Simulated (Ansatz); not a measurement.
CH₄BCl₂OSi (SMILES [O]C[SiH2]B(Cl)Cl) (doublet)

Input

```
crystal:
  periodic: [false, false, false]
  atoms:
    - { symbol: O, position_ang: [-1.775, -0.2161, -1.1815] }
    - { symbol: C, position_ang: [-1.4404, 0.3303, 0.0565] }
    - { symbol: Si, position_ang: [0.1681, -0.408, 0.6521] }
    - { symbol: B, position_ang: [1.5882, 0.0236, -0.5971] }
    - { symbol: Cl, position_ang: [2.5018, -1.3269, -1.455] }
    - { symbol: Cl, position_ang: [2.0, 1.7847, -0.949] }
    - { symbol: H, position_ang: [-2.2424, 0.1042, 0.7887] }
    - { symbol: H, position_ang: [-1.3292, 1.4298, -0.0418] }
    - { symbol: H, position_ang: [0.0292, -1.8682, 0.7542] }
    - { symbol: H, position_ang: [0.4995, 0.1466, 1.9727] }
basis:
  gaussian:
    orbitals: def2-SVP
hamiltonian:
  xc:
    name: B2GP-PLYP
magnetization:
  spin_polarized: true
  initial_magnetization: 1.0
output:
  orbitals: {}
```

Command:

```sh
python run_energy.py
```

The fields and orbitals are those of the mean-field reference, not of the correlated method.

These are results of SCF B2GP-PLYP, Gaussian basis in Ansatz 0.2.0, not measurements.

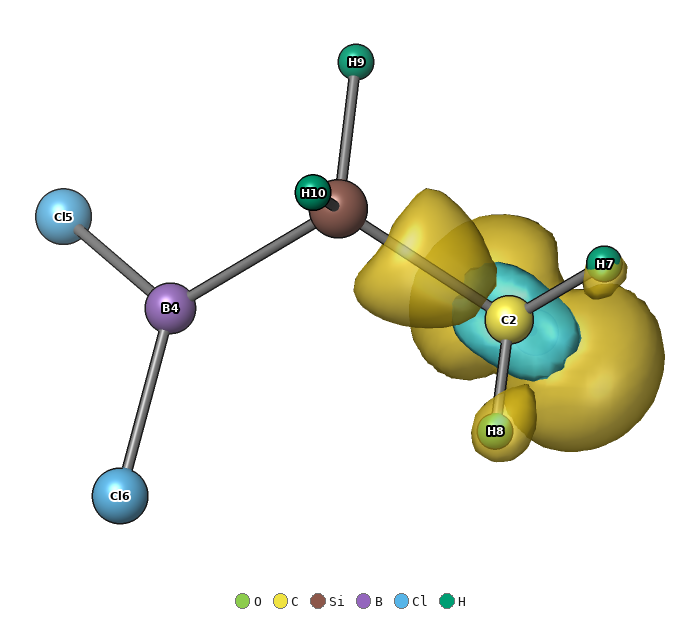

Figure 1. Isosurfaces of the spin density (α minus β) at +0.03 (yellow) and −0.03 e/Å³ (cyan), seen at a tilt.

Question: Where is the unpaired spin?

Answer: The unpaired spin (1 electron) lies mostly on O1 (about 0.9), in electrons by Hirshfeld's partition.

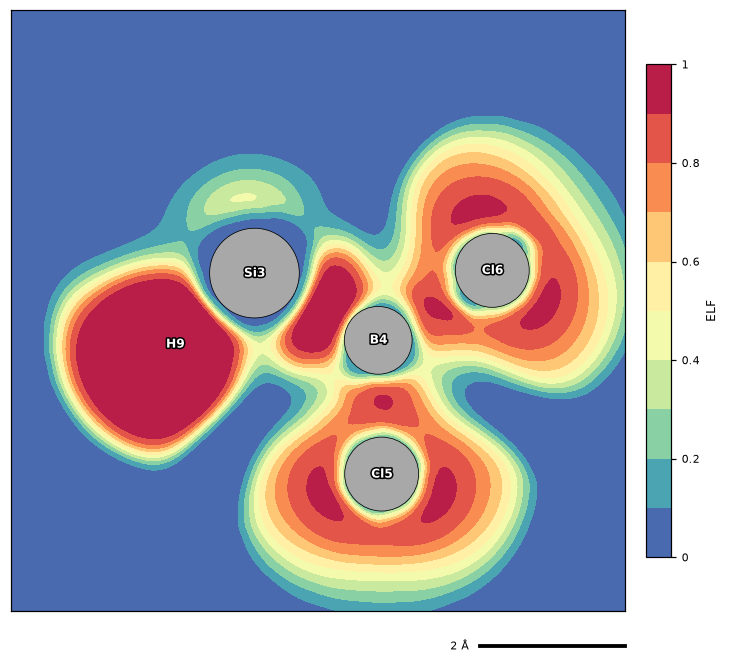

Figure 2. ELF on the plane of atoms Cl5, B4 and Cl6. Grey discs cover the atomic cores.

Question: Interpret the plot.

Answer: Atoms in the plane: Si, B, Cl and H. B–Cl (1.84 Å): the ELF peaks at about 0.90 between the atoms (a polar covalent bond). Si–B (1.94 Å): the ELF peaks at about 1 between the atoms; localised, covalent bonding. Si–H (1.47 Å): the ELF climbs to about 1 towards the hydrogen, as it does in any bond to H. The ELF also peaks beside Cl5 and Cl6, away from the bonds: non-bonding electrons, paired or unpaired.

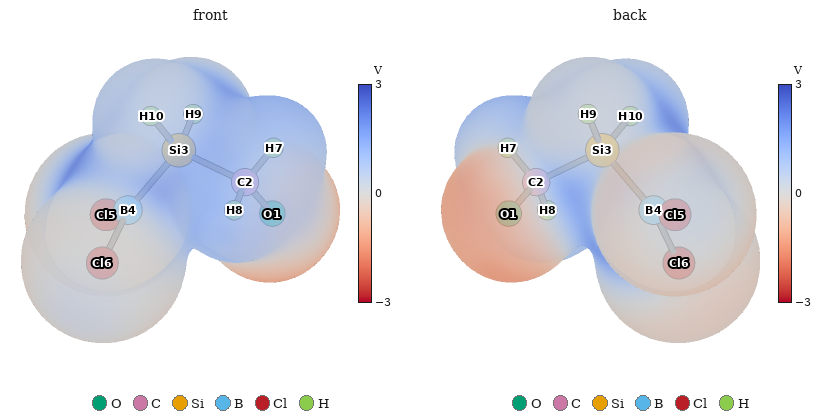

Figure 3. The molecular electrostatic potential painted on the density surface at 0.002 e/bohr³, seen from the front and from behind; the colour scale runs from red (negative) to blue (positive).

Question: Where is the surface potential most negative and most positive?

Answer: The most negative region (about −1.4 V) lies over O1, the most positive (about +2.0 V) over Si3 and B4. Cl5 shows a σ-hole: about +0.2 V at the tip opposite its bond, against about −0.2 V on its flanks. Cl6 shows a σ-hole: about +0.3 V at the tip opposite its bond, against about −0.1 V on its flanks. O1 is the likeliest acceptor of a hydrogen bond.
